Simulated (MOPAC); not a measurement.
## Run report: SF6, frequency calculation (part 1 of 2)

The run: frequency calculation of SF6, SMILES FS(F)(F)(F)(F)F. Method and program: PM6-DH+, closed shell, dispersion DH+ (MOPAC 23.2.5).

The geometry was optimised with PM6-DH+.

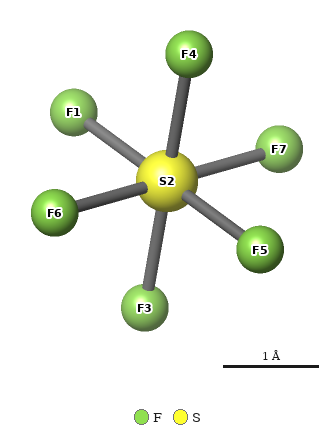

The structure as given in the input (ball-and-stick view, seen at a tilt; atoms are numbered from 1 in the order of the input). Bond lengths as drawn: F–S 1.55 Å.

### Input (input.mop)
```
FORCE THERMO(298,398,100) PM6-DH+ THREADS=1 AUX(PRECISION=6)
PM6-DH+ frequencies

F     -0.563207 1    -1.300363 1     0.645694 1
S     -0.002117 1    -0.000481 1     0.006230 1
F      1.150350 1     0.014501 1     1.047884 1
F     -1.154450 1    -0.015441 1    -1.035510 1
F      0.558946 1     1.299461 1    -0.633094 1
F     -0.880059 1     0.849956 1     0.965080 1
F      0.875577 1    -0.851033 1    -0.952681 1
```

Machine: 1 thread of Arm Neoverse N1, 90 GiB of memory available, shared host.

Run as:
```bash
mopac input.mop
```

### Log
```
MOPAC v23.2.5
PM6-DH+ CALCULATION RESULTS

 *  PM6-DH+    - CORRECT DISPERSION AND HYDROGEN BOND TERMS USING PM6-DH+
 *  FORCE      - FORCE CALCULATION SPECIFIED
 *  THREADS=1  - MULTI-THREADING NOT USED
 *  AUX        - OUTPUT AUXILIARY INFORMATION
 *  THERMO     - THERMODYNAMIC QUANTITIES TO BE CALCULATED
FORCE THERMO(298,398,100) PM6-DH+ THREADS=1 AUX(PRECISION=6)
 PM6-DH+ frequencies

   ATOM   CHEMICAL          X               Y               Z
  NUMBER   SYMBOL      (ANGSTROMS)     (ANGSTROMS)     (ANGSTROMS)

     1       F         -0.56320700  *  -1.30036300  *   0.64569400  *
     2       S         -0.00211700  *  -0.00048100  *   0.00623000  *
     3       F          1.15035000  *   0.01450100  *   1.04788400  *
     4       F         -1.15445000  *  -0.01544100  *  -1.03551000  *
     5       F          0.55894600  *   1.29946100  *  -0.63309400  *
     6       F         -0.88005900  *   0.84995600  *   0.96508000  *
     7       F          0.87557700  *  -0.85103300  *  -0.95268100  *

          CARTESIAN COORDINATES

    NO.       ATOM           X           Y           Z

     1         F         -0.5632     -1.3004      0.6457
     2         S         -0.0021     -0.0005      0.0062
     3         F          1.1503      0.0145      1.0479
     4         F         -1.1544     -0.0154     -1.0355
     5         F          0.5589      1.2995     -0.6331
     6         F         -0.8801      0.8500      0.9651
     7         F          0.8756     -0.8510     -0.9527

 "Third-Generation Hydrogen-Bonding Corrections for Semiempirical QM Methods and Force Fields"

           Empirical Formula: F6 S  =     7 atoms

      MOLECULAR POINT GROUP   :   Oh

      RHF CALCULATION, NO. OF DOUBLY OCCUPIED LEVELS = 24

          HEAT OF FORMATION =    -302.311172 KCALS/MOLE

          CARTESIAN COORDINATE DERIVATIVES

   NUMBER  ATOM         X            Y            Z

     1       F     -0.008554     0.000552    -0.009530
     2       S      0.011005    -0.003893     0.016207
     3       F      0.004181     0.020410     0.007136
     4       F      0.005527     0.013515     0.006891
     5       F      0.003991    -0.000794    -0.001157
     6       F     -0.012261    -0.015016    -0.009675
     7       F     -0.003887    -0.014771    -0.009869

 DIPOLE           X         Y         Z       TOTAL
 POINT-CHG.     0.000     0.000     0.000     0.000
 HYBRID         0.000     0.000    -0.000     0.000
 SUM            0.000     0.000     0.000     0.000

          GRADIENT NORM =   0.04612

          MOLECULAR WEIGHT =  146.05

          ROTATIONAL CONSTANTS IN CM(-1)

          A =    0.09191771   B =    0.09191656   C =    0.09191532

           PRINCIPAL MOMENTS OF INERTIA IN UNITS OF 10**(-40)*GRAM-CM**2

          A =      304.5415   B =      304.5452   C =      304.5493

          ORIENTATION OF MOLECULE IN FORCE CALCULATION

    NO.       ATOM         X         Y         Z

     1          F      -1.5535    0.0000    0.0000
     2          S       0.0000    0.0000    0.0000
     3          F       0.0000    1.5535    0.0000
     4          F       0.0001   -1.5535    0.0001
     5          F       1.5535    0.0001   -0.0001
     6          F      -0.0002   -0.0002   -1.5535
     7          F       0.0000   -0.0000    1.5535

    FIRST DERIVATIVES WILL BE USED IN THE CALCULATION OF SECOND DERIVATIVES

          ESTIMATED TIME TO COMPLETE CALCULATION =        0.33 SECONDS

    FOR POINT-GROUP Oh   THERE ARE  48 UNIQUE SYMMETRY FUNCTIONS.

 STEP:   1 TIME =     0.01 SECS, INTEGRAL =      0.01 TIME LEFT: 172799.98
 STEP:   2 TIME =     0.02 SECS, INTEGRAL =      0.02 TIME LEFT: 172799.97
 STEP:   3 TIME =     0.01 SECS, INTEGRAL =      0.03 TIME LEFT: 172799.96
 STEP:   4 TIME =     0.02 SECS, INTEGRAL =      0.05 TIME LEFT: 172799.95
 STEP:   5 TIME =     0.01 SECS, INTEGRAL =      0.05 TIME LEFT: 172799.94
 STEP:   6 TIME =     0.02 SECS, INTEGRAL =      0.07 TIME LEFT: 172799.92
 STEP:   7                       INTEGRAL =      0.07 TIME LEFT: 172799.92
 STEP:   8                       INTEGRAL =      0.07 TIME LEFT: 172799.92
 STEP:   9                       INTEGRAL =      0.07 TIME LEFT: 172799.92
 STEP:  10                       INTEGRAL =      0.07 TIME LEFT: 172799.92
 STEP:  11                       INTEGRAL =      0.07 TIME LEFT: 172799.92
 STEP:  12                       INTEGRAL =      0.07 TIME LEFT: 172799.92
 STEP:  13                       INTEGRAL =      0.07 TIME LEFT: 172799.92
 STEP:  14                       INTEGRAL =      0.07 TIME LEFT: 172799.92
 STEP:  15                       INTEGRAL =      0.07 TIME LEFT: 172799.92
 STEP:  16                       INTEGRAL =      0.07 TIME LEFT: 172799.92
 STEP:  17                       INTEGRAL =      0.07 TIME LEFT: 172799.92
 STEP:  18                       INTEGRAL =      0.07 TIME LEFT: 172799.92
 STEP:  19                       INTEGRAL =      0.07 TIME LEFT: 172799.92
 STEP:  20                       INTEGRAL =      0.07 TIME LEFT: 172799.92
 STEP:  21                       INTEGRAL =      0.07 TIME LEFT: 172799.92

(To convert to Hartree/Bohr^2, multiply by (10^(-21) x N x a0^2)/(4.184 x 627.51) =  0.0642)

           FORCE MATRIX IN MILLIDYNES/ANGSTROM

                  F  1       S  2       F  3       F  4       F  5       F  6
 ------------------------------------------------------------------------------
     F    1   3.922878
     S    2   2.716163  12.770425
     F    3   0.680827   2.715061   3.922878
     F    4   0.680590   2.715412   0.091558   3.922878
     F    5   0.091558   2.715262   0.680590   0.680827   3.922878
     F    6   0.681720   2.715174   0.681054   0.681720   0.681054   3.922878
     F    7   0.681054   2.715442   0.681720   0.681054   0.681720   0.091558

                  F  7
 ------------------
     F    7   3.922878

          HEAT OF FORMATION =    -302.311172 KCALS/MOLE

          ZERO POINT ENERGY      10.422 KCAL/MOL

           NORMAL COORDINATE ANALYSIS (Total motion = 1 Angstrom)

   Root No.       1         2         3         4         5         6         7         8

                 1 T2u     1 T2u     1 T2u     1 T2g     1 T2g     1 T2g     1 T1u     1 T1u

                 246.7     246.7     246.7     374.5     374.5     374.5     447.6     447.6

           1    0.0000   -0.0000   -0.0000   -0.0000   -0.0000   -0.0000   -0.0920    0.1241
           2   -0.0008   -0.0765   -0.2047   -0.2353    0.0209   -0.0150   -0.0884   -0.0675
           3    0.2408   -0.0152    0.0050   -0.0161   -0.2076   -0.0708   -0.0656   -0.0459
           4   -0.0000   -0.0000    0.0000    0.0000    0.0000   -0.0000   -0.0843    0.1138
           5   -0.0000    0.0000    0.0000    0.0000   -0.0000    0.0000    0.0914    0.0698
           6   -0.0000    0.0000    0.0000   -0.0000    0.0000    0.0000    0.0678    0.0475
           7    0.0177    0.2038   -0.0765    0.2353   -0.0209    0.0150    0.0816   -0.1101
           8    0.0000   -0.0000    0.0000   -0.0000    0.0000   -0.0000    0.0997    0.0761
           9   -0.2408    0.0152   -0.0050   -0.0225   -0.0693    0.2077   -0.0656   -0.0459
          10    0.0177    0.2038   -0.0765   -0.2353    0.0209   -0.0150    0.0815   -0.1101
          11    0.0000   -0.0000    0.0000    0.0000   -0.0000    0.0000    0.0997    0.0761
          12   -0.2408    0.0152   -0.0050    0.0225    0.0693   -0.2077   -0.0656   -0.0459
          13    0.0000   -0.0000   -0.0000    0.0000    0.0000    0.0000   -0.0920    0.1241
          14   -0.0008   -0.0765   -0.2047    0.2353   -0.0209    0.0150   -0.0884   -0.0675
          15    0.2408   -0.0152    0.0050    0.0161    0.2076    0.0708   -0.0656   -0.0459
          16   -0.0177   -0.2038    0.0765   -0.0162   -0.2077   -0.0708    0.0816   -0.1101
          17    0.0008    0.0765    0.2047    0.0225    0.0693   -0.2077   -0.0884   -0.0675
          18    0.0000    0.0000    0.0000    0.0000    0.0000   -0.0000    0.0740    0.0518
          19   -0.0177   -0.2038    0.0765    0.0162    0.2077    0.0708    0.0815   -0.1101
          20    0.0008    0.0765    0.2047   -0.0225   -0.0693    0.2077   -0.0884   -0.0675
          21    0.0000    0.0000    0.0000   -0.0000   -0.0000    0.0000    0.0740    0.0518

   Root No.       9        10        11        12        13        14        15

                 1 T1u     1 Eg      1 Eg      1 A1g     2 T1u     2 T1u     2 T1u

                 447.6     518.9     518.9     693.2     784.3     784.3     784.3

           1    0.0030   -0.2500    0.0879    0.1667   -0.1545   -0.1447   -0.0545
           2    0.0800    0.0000    0.0000    0.0000    0.0023   -0.0036    0.0029
           3   -0.1112    0.0000    0.0000   -0.0000    0.0026   -0.0014   -0.0042
           4    0.0028    0.0000   -0.0000    0.0000    0.1916    0.1794    0.0675
           5   -0.0828   -0.0000   -0.0000   -0.0000   -0.1218    0.1926   -0.1534
           6    0.1150   -0.0000    0.0000   -0.0000   -0.1407    0.0775    0.2248
           7   -0.0027   -0.0000    0.0000    0.0000   -0.0036   -0.0033   -0.0013
           8   -0.0902   -0.2049   -0.1621   -0.1667    0.0983   -0.1553    0.1237
           9   -0.1112    0.0000   -0.0000    0.0000    0.0026   -0.0014   -0.0042
          10   -0.0027    0.0000   -0.0000   -0.0000   -0.0036   -0.0033   -0.0013
          11   -0.0902    0.2049    0.1621    0.1667    0.0983   -0.1553    0.1237
          12   -0.1112   -0.0000    0.0000   -0.0000    0.0026   -0.0014   -0.0042
          13    0.0030    0.2500   -0.0879   -0.1667   -0.1545   -0.1447   -0.0545
          14    0.0800   -0.0000   -0.0000   -0.0000    0.0023   -0.0036    0.0028
          15   -0.1112   -0.0000   -0.0000    0.0000    0.0026   -0.0014   -0.0042
          16   -0.0027   -0.0000   -0.0000    0.0000   -0.0036   -0.0033   -0.0013
          17    0.0800    0.0000    0.0000    0.0000    0.0023   -0.0036    0.0029
          18    0.1254    0.0451   -0.2500    0.1667    0.1135   -0.0625   -0.1813
          19   -0.0027    0.0000    0.0000   -0.0000   -0.0036   -0.0033   -0.0013
          20    0.0800   -0.0000   -0.0000   -0.0000    0.0023   -0.0036    0.0029
          21    0.1254   -0.0451    0.2500   -0.1667    0.1135   -0.0625   -0.1813

           MASS-WEIGHTED COORDINATE ANALYSIS (NORMAL COORDINATES)

   Root No.       1         2         3         4         5         6         7         8

                 1 T2u     1 T2u     1 T2u     1 T2g     1 T2g     1 T2g     1 T1u     1 T1u

                 246.7     246.7     246.7     374.5     374.5     374.5     447.6     447.6
```
